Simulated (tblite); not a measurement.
Geometry relaxation of C₃H₄AlF₂O (charge +1) (part 2 of 2)

The same run, continued: C₃H₄AlF₂O, charge +1, SMILES [O+]#CC[CH2][Al]([F])[F]; GFN2-xTB geometry optimisation, gas phase (tblite 0.8.0). 

Geometry of the input (Å):
```
O  -3.2617  -0.5464  0.1920
C  -2.2061  -0.2177  0.3467
C  -0.8023  0.1919  0.5726
C  0.0776  -0.3246  -0.5622
Al 1.9815  0.2223  -0.2817
F  3.2629  -1.0247  -0.1110
F  2.4072  1.9756  -0.2203
H  -0.7675  1.3102  0.5998
H  -0.4613  -0.2050  1.5487
H  -0.2671  0.0655  -1.5288
H  0.0421  -1.4444  -0.5818
```

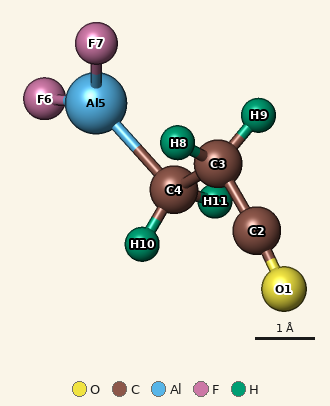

Figure 1. The geometry at step 79 of the log (ball-and-stick view, seen at a tilt; atoms are numbered from 1 in the order of the input).

**Trajectory as extended XYZ, continued**
```
11
Properties=species:S:1:pos:R:3:forces:R:3 step=54 energy=-618.20341
O    -3.0472   -0.3537   -0.2274   -0.0040  -0.0030  -0.0080
C    -2.0711   -0.0061    0.1980    0.0040  -0.0070   0.0020
C    -0.7867    0.3156    0.5905   -0.0050  -0.0070  -0.0040
C     0.0971   -0.5463   -0.3657    0.0050  -0.0010  -0.0060
Al    2.0051    0.1761   -0.3056   -0.0380  -0.0020  -0.0150
F     3.2474   -0.5730   -1.0324    0.0350  -0.0030   0.0130
F     1.9634    1.5957    0.5054    0.0010  -0.0130   0.0180
H    -0.5810    1.3920    0.4841    0.0100  -0.0160  -0.0070
H    -0.6084    0.0701    1.6455    0.0250   0.0140  -0.0090
H    -0.2391   -0.4610   -1.4030   -0.0460   0.0250  -0.0130
H     0.0260   -1.6069   -0.1153    0.0150   0.0120   0.0290
11
Properties=species:S:1:pos:R:3:forces:R:3 step=56 energy=-618.20422
O    -3.0441   -0.3535   -0.2320    0.0590   0.0130   0.0250
C    -2.0689   -0.0074    0.1983   -0.0520  -0.0090  -0.0110
C    -0.7850    0.3163    0.5920   -0.0180  -0.0120  -0.0130
C     0.0921   -0.5470   -0.3684    0.0300  -0.0190  -0.0140
Al    1.9997    0.1788   -0.3104   -0.0010  -0.0230   0.0040
F     3.2496   -0.5690   -1.0270    0.0100   0.0080   0.0070
F     1.9659    1.5920    0.5125   -0.0140  -0.0180   0.0040
H    -0.5790    1.3921    0.4817    0.0010  -0.0100  -0.0050
H    -0.6003    0.0743    1.6466    0.0110   0.0070  -0.0150
H    -0.2507   -0.4659   -1.4040   -0.0410   0.0310  -0.0120
H     0.0260   -1.6080   -0.1152    0.0150   0.0320   0.0300
11
Properties=species:S:1:pos:R:3:forces:R:3 step=59 energy=-618.20510
O    -3.0447   -0.3511   -0.2299    0.0090   0.0000   0.0120
C    -2.0691   -0.0069    0.1997   -0.0110  -0.0010   0.0000
C    -0.7838    0.3156    0.5888   -0.0010   0.0020  -0.0020
C     0.0919   -0.5458   -0.3746   -0.0080   0.0050  -0.0130
Al    1.9984    0.1795   -0.3145    0.0130  -0.0130   0.0100
F     3.2545   -0.5675   -1.0217    0.0000   0.0150   0.0050
F     1.9615    1.5845    0.5231   -0.0110  -0.0190  -0.0070
H    -0.5771    1.3907    0.4751   -0.0070   0.0050   0.0000
H    -0.5947    0.0769    1.6430    0.0110   0.0020  -0.0020
H    -0.2700   -0.4686   -1.4045    0.0120  -0.0060  -0.0070
H     0.0385   -1.6045   -0.1106   -0.0090   0.0110   0.0020
11
Properties=species:S:1:pos:R:3:forces:R:3 step=61 energy=-618.20523
O    -3.0475   -0.3482   -0.2270   -0.0210  -0.0090  -0.0020
C    -2.0705   -0.0051    0.1997    0.0150  -0.0010   0.0090
C    -0.7843    0.3154    0.5867    0.0110   0.0080  -0.0010
C     0.0934   -0.5462   -0.3753   -0.0140   0.0100   0.0040
Al    1.9997    0.1784   -0.3139    0.0010  -0.0080   0.0030
F     3.2557   -0.5629   -1.0267    0.0080   0.0090   0.0040
F     1.9595    1.5801    0.5287   -0.0060  -0.0090   0.0010
H    -0.5774    1.3904    0.4726   -0.0050   0.0050   0.0020
H    -0.5958    0.0773    1.6413    0.0140   0.0040  -0.0050
H    -0.2689   -0.4731   -1.4049    0.0090  -0.0050  -0.0130
H     0.0415   -1.6035   -0.1072   -0.0120  -0.0050  -0.0010
11
Properties=species:S:1:pos:R:3:forces:R:3 step=64 energy=-618.20552
O    -3.0491   -0.3434   -0.2261   -0.0140  -0.0090   0.0040
C    -2.0710   -0.0026    0.2001    0.0130  -0.0020   0.0070
C    -0.7837    0.3172    0.5840    0.0060   0.0080  -0.0110
C     0.0915   -0.5486   -0.3768    0.0040  -0.0090   0.0130
Al    1.9988    0.1752   -0.3142   -0.0060  -0.0060  -0.0030
F     3.2609   -0.5460   -1.0360    0.0080  -0.0030   0.0000
F     1.9563    1.5663    0.5444   -0.0050   0.0090   0.0120
H    -0.5779    1.3919    0.4664    0.0000   0.0100   0.0000
H    -0.5900    0.0821    1.6386    0.0050   0.0060  -0.0150
H    -0.2695   -0.4862   -1.4077   -0.0030   0.0110   0.0020
H     0.0391   -1.6032   -0.0985   -0.0070  -0.0160  -0.0100
11
Properties=species:S:1:pos:R:3:forces:R:3 step=67 energy=-618.20568
O    -3.0466   -0.3465   -0.2261    0.0060  -0.0060   0.0180
C    -2.0693   -0.0043    0.2013   -0.0030   0.0060  -0.0050
C    -0.7822    0.3193    0.5833   -0.0080  -0.0020  -0.0020
C     0.0891   -0.5495   -0.3774    0.0080  -0.0060  -0.0110
Al    1.9978    0.1725   -0.3134   -0.0040   0.0080   0.0030
F     3.2642   -0.5443   -1.0323    0.0040  -0.0070   0.0000
F     1.9551    1.5649    0.5442   -0.0080  -0.0060   0.0060
H    -0.5790    1.3947    0.4663    0.0040   0.0010  -0.0090
H    -0.5842    0.0842    1.6366   -0.0020   0.0080   0.0020
H    -0.2720   -0.4835   -1.4085    0.0070   0.0040   0.0110
H     0.0326   -1.6046   -0.1000   -0.0030  -0.0020  -0.0130
11
Properties=species:S:1:pos:R:3:forces:R:3 step=69 energy=-618.20582
O    -3.0489   -0.3478   -0.2196   -0.0060  -0.0110   0.0090
C    -2.0699   -0.0043    0.2026    0.0080   0.0110   0.0020
C    -0.7818    0.3205    0.5800   -0.0010  -0.0050   0.0100
C     0.0898   -0.5503   -0.3789   -0.0020   0.0070  -0.0120
Al    1.9985    0.1706   -0.3122   -0.0060   0.0150   0.0030
F     3.2669   -0.5428   -1.0305    0.0060  -0.0090  -0.0010
F     1.9521    1.5620    0.5474   -0.0050  -0.0070   0.0060
H    -0.5800    1.3966    0.4642    0.0070  -0.0110  -0.0200
H    -0.5814    0.0861    1.6326   -0.0040   0.0070   0.0180
H    -0.2719   -0.4824   -1.4092    0.0110  -0.0020  -0.0060
H     0.0321   -1.6056   -0.1024   -0.0070   0.0060  -0.0100
11
Properties=species:S:1:pos:R:3:forces:R:3 step=72 energy=-618.20613
O    -3.0566   -0.3489   -0.2005   -0.0070  -0.0050  -0.0070
C    -2.0724   -0.0024    0.2064    0.0130  -0.0110   0.0230
C    -0.7812    0.3218    0.5725    0.0150  -0.0010   0.0080
C     0.0909   -0.5513   -0.3849   -0.0040   0.0110   0.0080
Al    1.9983    0.1701   -0.3113    0.0000  -0.0160   0.0010
F     3.2722   -0.5361   -1.0273    0.0040  -0.0060  -0.0050
F     1.9451    1.5509    0.5629    0.0010   0.0250   0.0180
H    -0.5799    1.3978    0.4533    0.0080  -0.0130  -0.0270
H    -0.5744    0.0930    1.6254   -0.0110   0.0020   0.0160
H    -0.2702   -0.4856   -1.4144   -0.0040   0.0040  -0.0350
H     0.0336   -1.6066   -0.1081   -0.0140   0.0100   0.0010
11
Properties=species:S:1:pos:R:3:forces:R:3 step=74 energy=-618.20663
O    -3.0610   -0.3596   -0.1734    0.0290   0.0180  -0.0020
C    -2.0726   -0.0042    0.2159   -0.0170  -0.0460   0.0260
C    -0.7779    0.3241    0.5657    0.0060   0.0060  -0.0040
C     0.0882   -0.5500   -0.3962    0.0030   0.0010   0.0120
Al    1.9971    0.1678   -0.3082    0.0100  -0.0440   0.0040
F     3.2814   -0.5352   -1.0094   -0.0070   0.0020  -0.0080
F     1.9358    1.5420    0.5756    0.0030   0.0360   0.0180
H    -0.5796    1.3989    0.4359    0.0060   0.0020  -0.0190
H    -0.5593    0.1037    1.6188   -0.0170   0.0020  -0.0040
H    -0.2707   -0.4783   -1.4262   -0.0130   0.0120  -0.0250
H     0.0241   -1.6063   -0.1245   -0.0040   0.0110   0.0030
11
Properties=species:S:1:pos:R:3:forces:R:3 step=77 energy=-618.20711
O    -3.0592   -0.3755   -0.1533    0.0150   0.0070   0.0010
C    -2.0702   -0.0123    0.2274   -0.0170  -0.0220   0.0020
C    -0.7746    0.3262    0.5633   -0.0070   0.0030   0.0000
C     0.0850   -0.5457   -0.4059   -0.0020   0.0020  -0.0020
Al    1.9981    0.1615   -0.3008    0.0010   0.0000   0.0060
F     3.2887   -0.5472   -0.9845   -0.0080  -0.0010  -0.0040
F     1.9303    1.5465    0.5691    0.0060  -0.0110  -0.0010
H    -0.5813    1.4005    0.4249   -0.0020   0.0080  -0.0040
H    -0.5483    0.1093    1.6153    0.0000   0.0090  -0.0030
H    -0.2722   -0.4571   -1.4363    0.0040   0.0050   0.0090
H     0.0091   -1.6037   -0.1452    0.0100   0.0010  -0.0050
11
Properties=species:S:1:pos:R:3:forces:R:3 step=79 energy=-618.20717
O    -3.0607   -0.3752   -0.1502   -0.0030  -0.0080  -0.0030
C    -2.0708   -0.0136    0.2289   -0.0010   0.0020  -0.0030
C    -0.7749    0.3266    0.5618    0.0000   0.0000   0.0040
C     0.0855   -0.5455   -0.4067   -0.0020   0.0040   0.0050
Al    1.9985    0.1606   -0.2997    0.0010   0.0060   0.0020
F     3.2891   -0.5465   -0.9848   -0.0060  -0.0030  -0.0030
F     1.9297    1.5447    0.5713    0.0080  -0.0100   0.0020
H    -0.5817    1.4012    0.4228   -0.0090  -0.0030  -0.0050
H    -0.5482    0.1107    1.6138    0.0050   0.0090   0.0030
H    -0.2716   -0.4569   -1.4369    0.0020   0.0050   0.0000
H     0.0104   -1.6035   -0.1463    0.0050  -0.0020  -0.0020
11
Properties=species:S:1:pos:R:3:forces:R:3 step=82 energy=-618.20727
O    -3.0634   -0.3767   -0.1418   -0.0100  -0.0170  -0.0040
C    -2.0718   -0.0151    0.2326    0.0120   0.0170  -0.0070
C    -0.7749    0.3281    0.5584    0.0040  -0.0040  -0.0020
C     0.0851   -0.5460   -0.4090    0.0060  -0.0010   0.0020
Al    1.9977    0.1597   -0.2983    0.0090  -0.0150  -0.0020
F     3.2900   -0.5415   -0.9867   -0.0090   0.0000  -0.0040
F     1.9277    1.5355    0.5845    0.0090   0.0100   0.0100
H    -0.5828    1.4021    0.4125   -0.0170  -0.0070  -0.0010
H    -0.5434    0.1190    1.6108    0.0060   0.0050   0.0030
H    -0.2698   -0.4581   -1.4398   -0.0070   0.0070   0.0020
H     0.0111   -1.6043   -0.1491   -0.0030   0.0060   0.0040
11
Properties=species:S:1:pos:R:3:forces:R:3 step=85 energy=-618.20756
O    -3.0623   -0.3858   -0.1367    0.0050  -0.0110   0.0090
C    -2.0719   -0.0192    0.2366    0.0050  -0.0020  -0.0090
C    -0.7750    0.3309    0.5560   -0.0010   0.0020  -0.0100
C     0.0840   -0.5463   -0.4089    0.0070   0.0010  -0.0110
Al    1.9978    0.1551   -0.2928    0.0080  -0.0120  -0.0070
F     3.2875   -0.5350   -0.9964   -0.0040  -0.0060  -0.0030
F     1.9316    1.5198    0.6071    0.0080   0.0130   0.0140
H    -0.5918    1.4037    0.3929   -0.0060   0.0080   0.0120
H    -0.5336    0.1383    1.6093   -0.0080  -0.0010  -0.0060
H    -0.2679   -0.4536   -1.4405   -0.0060  -0.0030   0.0020
H     0.0070   -1.6053   -0.1524   -0.0080   0.0130   0.0090
11
Properties=species:S:1:pos:R:3:forces:R:3 step=87 energy=-618.20766
O    -3.0615   -0.3892   -0.1367    0.0030  -0.0100   0.0060
C    -2.0717   -0.0206    0.2360    0.0040  -0.0090  -0.0010
C    -0.7754    0.3314    0.5557   -0.0020   0.0080  -0.0040
C     0.0847   -0.5454   -0.4084   -0.0020   0.0070  -0.0050
Al    1.9994    0.1531   -0.2907   -0.0040   0.0160  -0.0040
F     3.2866   -0.5366   -0.9986    0.0040  -0.0120  -0.0020
F     1.9348    1.5196    0.6079    0.0080  -0.0070   0.0070
H    -0.5956    1.4045    0.3917    0.0020   0.0120   0.0100
H    -0.5336    0.1407    1.6093   -0.0100  -0.0030  -0.0050
H    -0.2678   -0.4505   -1.4393    0.0020  -0.0070  -0.0090
H     0.0056   -1.6043   -0.1528   -0.0050   0.0060   0.0080
11
Properties=species:S:1:pos:R:3:forces:R:3 step=90 energy=-618.20809
O    -3.0619   -0.4113   -0.1159   -0.0090  -0.0230  -0.0160
C    -2.0707   -0.0301    0.2394    0.0000   0.0080   0.0270
C    -0.7763    0.3382    0.5468   -0.0030   0.0250   0.0150
C     0.0859   -0.5388   -0.4153   -0.0220   0.0160   0.0200
Al    2.0043    0.1480   -0.2843   -0.0240   0.0440   0.0060
F     3.2859   -0.5421   -1.0015    0.0130  -0.0140  -0.0020
F     1.9436    1.5044    0.6316    0.0110  -0.0340  -0.0080
H    -0.6103    1.4126    0.3770    0.0150   0.0060  -0.0060
H    -0.5284    0.1596    1.6016   -0.0030  -0.0120  -0.0120
H    -0.2659   -0.4409   -1.4455    0.0130  -0.0090  -0.0270
H    -0.0007   -1.5969   -0.1597    0.0090  -0.0070   0.0020
11
Properties=species:S:1:pos:R:3:forces:R:3 step=92 energy=-618.20884
O    -3.0569   -0.4595   -0.0779    0.0170  -0.0310  -0.0150
C    -2.0676   -0.0499    0.2510   -0.0240   0.0380   0.0340
C    -0.7777    0.3558    0.5302   -0.0250   0.0330   0.0180
C     0.0834   -0.5254   -0.4287   -0.0210   0.0150   0.0260
Al    2.0083    0.1405   -0.2745   -0.0290   0.0130   0.0200
F     3.2803   -0.5470   -1.0114    0.0100  -0.0010  -0.0040
F     1.9602    1.4589    0.6954    0.0120  -0.0250  -0.0150
H    -0.6392    1.4301    0.3373    0.0180  -0.0030  -0.0190
H    -0.5108    0.2080    1.5857    0.0060  -0.0290  -0.0240
H    -0.2620   -0.4260   -1.4610    0.0090  -0.0050  -0.0150
H    -0.0125   -1.5828   -0.1719    0.0260  -0.0060  -0.0050
11
Properties=species:S:1:pos:R:3:forces:R:3 step=95 energy=-618.20972
O    -3.0396   -0.5243   -0.0439   -0.0230  -0.0350   0.0120
C    -2.0653   -0.0694    0.2693   -0.0200   0.0250  -0.0290
C    -0.7847    0.3842    0.5126    0.0090  -0.0060  -0.0270
C     0.0749   -0.5047   -0.4403    0.0140  -0.0150  -0.0230
Al    2.0071    0.1318   -0.2631    0.0210  -0.0870  -0.0220
F     3.2653   -0.5458   -1.0349   -0.0190   0.0220   0.0020
F     1.9885    1.3848    0.7848    0.0050   0.0600   0.0330
H    -0.6793    1.4531    0.2829    0.0150   0.0300  -0.0050
H    -0.4862    0.2701    1.5619    0.0100  -0.0130   0.0320
H    -0.2592   -0.4153   -1.4781   -0.0130   0.0080   0.0300
H    -0.0160   -1.5618   -0.1771    0.0020   0.0110  -0.0040
11
Properties=species:S:1:pos:R:3:forces:R:3 step=97 energy=-618.21013
O    -3.0432   -0.5313   -0.0289    0.0220  -0.0110   0.0130
C    -2.0669   -0.0711    0.2712   -0.0140   0.0120  -0.0090
C    -0.7850    0.3867    0.5057   -0.0100   0.0100  -0.0010
C     0.0767   -0.5040   -0.4442   -0.0060   0.0020   0.0050
Al    2.0099    0.1266   -0.2576    0.0100   0.0150   0.0310
F     3.2672   -0.5428   -1.0378   -0.0160   0.0170   0.0090
F     1.9898    1.3773    0.7998    0.0060  -0.0360  -0.0370
H    -0.6848    1.4564    0.2714    0.0170  -0.0090  -0.0010
H    -0.4818    0.2785    1.5561   -0.0100  -0.0060  -0.0110
H    -0.2578   -0.4133   -1.4809   -0.0040   0.0050   0.0030
H    -0.0187   -1.5603   -0.1807    0.0040   0.0010  -0.0030
11
Properties=species:S:1:pos:R:3:forces:R:3 step=100 energy=-618.21043
O    -3.0371   -0.5546   -0.0128   -0.0070  -0.0070   0.0040
C    -2.0664   -0.0765    0.2767    0.0060   0.0000  -0.0070
C    -0.7874    0.3934    0.5019    0.0050  -0.0020  -0.0050
C     0.0744   -0.4957   -0.4495   -0.0020  -0.0020  -0.0020
Al    2.0106    0.1217   -0.2520    0.0020  -0.0020   0.0000
F     3.2660   -0.5553   -1.0276   -0.0040   0.0080   0.0030
F     1.9963    1.3725    0.8024    0.0040  -0.0020  -0.0010
H    -0.6923    1.4623    0.2645    0.0130   0.0000   0.0010
H    -0.4786    0.2861    1.5504   -0.0100   0.0060   0.0030
H    -0.2556   -0.3976   -1.4869   -0.0050   0.0040   0.0040
H    -0.0242   -1.5535   -0.1931   -0.0030  -0.0010   0.0000
11
Properties=species:S:1:pos:R:3:forces:R:3 step=102 energy=-618.21047
O    -3.0348   -0.5641   -0.0052   -0.0070  -0.0040   0.0010
C    -2.0658   -0.0792    0.2785    0.0090   0.0010  -0.0020
C    -0.7881    0.3965    0.4992    0.0040   0.0000   0.0000
C     0.0735   -0.4931   -0.4518    0.0000  -0.0020   0.0000
Al    2.0107    0.1198   -0.2500    0.0080   0.0050   0.0040
F     3.2656   -0.5578   -1.0265   -0.0100   0.0110   0.0050
F     1.9990    1.3672    0.8090    0.0020  -0.0130  -0.0090
H    -0.6953    1.4650    0.2593    0.0080  -0.0050   0.0010
H    -0.4775    0.2925    1.5479   -0.0090   0.0060  -0.0030
H    -0.2552   -0.3930   -1.4894   -0.0040   0.0030   0.0010
H    -0.0267   -1.5511   -0.1971   -0.0030  -0.0010   0.0010
11
Properties=species:S:1:pos:R:3:forces:R:3 step=105 energy=-618.21060
O    -3.0331   -0.5723    0.0057   -0.0040  -0.0030  -0.0030
C    -2.0648   -0.0802    0.2797    0.0030   0.0040   0.0030
C    -0.7881    0.4013    0.4930    0.0020   0.0050   0.0030
C     0.0727   -0.4940   -0.4532    0.0010   0.0000   0.0020
Al    2.0105    0.1161   -0.2467    0.0070   0.0010   0.0020
F     3.2662   -0.5443   -1.0362   -0.0070   0.0040   0.0030
F     2.0010    1.3467    0.8316    0.0000  -0.0070  -0.0050
H    -0.6960    1.4677    0.2443   -0.0030  -0.0040  -0.0010
H    -0.4771    0.3081    1.5427    0.0010  -0.0020  -0.0030
H    -0.2547   -0.3952   -1.4912    0.0000   0.0000  -0.0030
H    -0.0312   -1.5511   -0.1956    0.0010   0.0010   0.0010
```

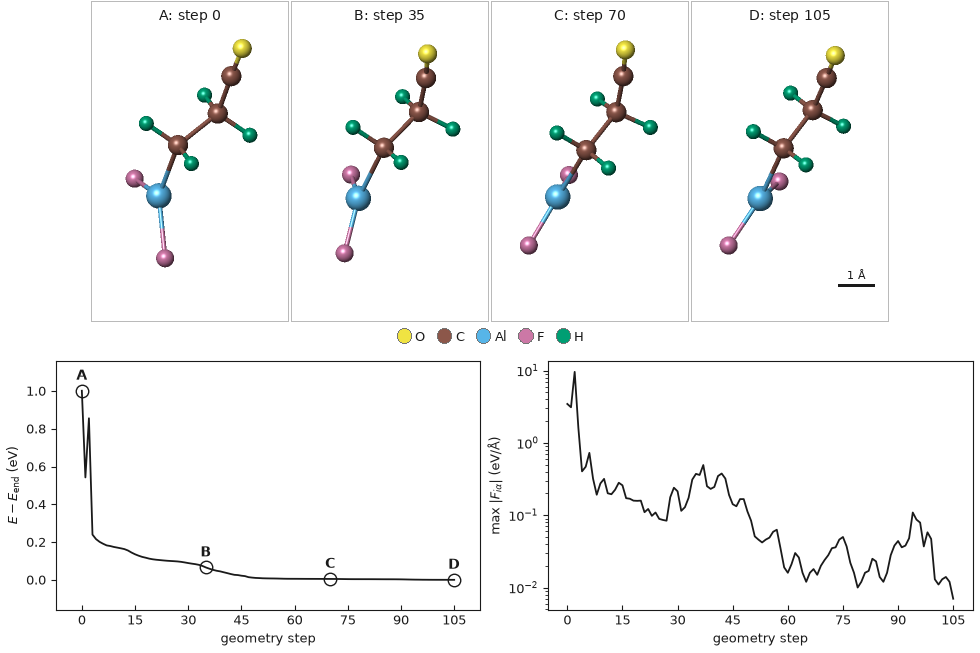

Figure 2. Frames of the relaxation (ball-and-stick view, seen at an oblique angle) above the curves, on which the letters mark them (steps are counted from 0).

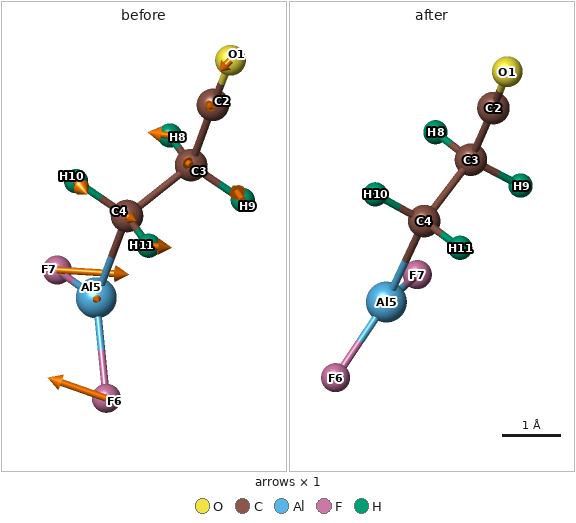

Figure 3. Before (left) and after (right) the relaxation, at one scale (ball-and-stick view, seen at an oblique angle). The orange arrows give the displacements, at true length. The atom that moves furthest after the best rigid fit is F7 (1.26 Å). By element the largest moves are F 1.26 Å, H 0.52 Å, O 0.28 Å, C 0.22 Å, Al 0.11 Å. Among the contacts that change: Al5–F6 1.796 → 1.624 Å, Al5–F7 1.805 → 1.636 Å, C2–C3 1.480 → 1.381 Å, C4–Al5 2.001 → 2.042 Å. Among the angles that change: C4–Al5–F7 119.6° → 106.6°, F6–Al5–F7 120.2° → 129.1°, C2–C3–C4 109.9° → 102.5°. The energy falls by 1.001 eV in 105 geometry steps. The largest force component goes from 3.5 to 0.007 eV/Å. (Atoms are counted from 1 in the order of the input.)
